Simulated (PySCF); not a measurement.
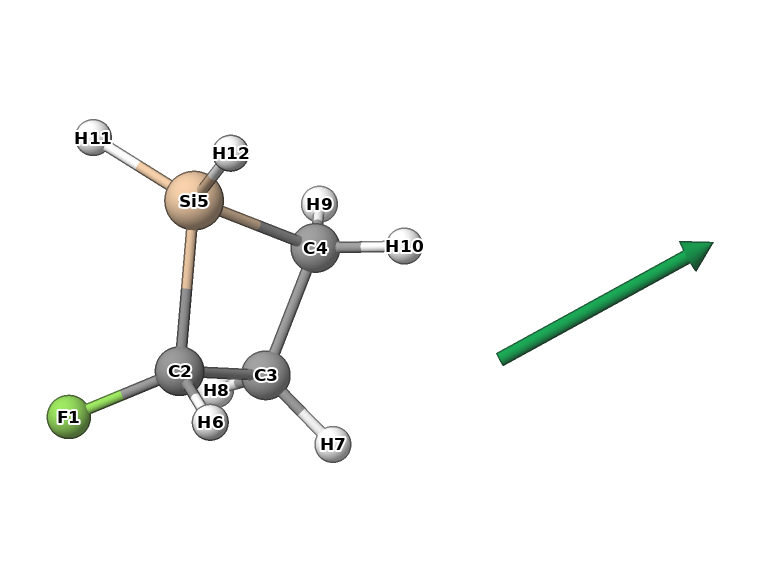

The arrow beside the molecule shows the direction of the dipole moment, from the negative to the positive end (its length means nothing). The computed structure is the end point of a GFN2-xTB optimisation. No frequency run is at hand to confirm it as a minimum. Method: CAM-B3LYP/def2-SVPD, gas phase (PySCF 2.14.0).

Q: How large is the dipole moment?

A: 2.11 D; it points from the side of F1 to the side of H10 (the outermost atoms at the two ends).

The geometry is semi-empirical. Around Si such bond lengths and angles can be off by a tenth of an ångström or more and by several degrees, and values that hang on the shape move with them.
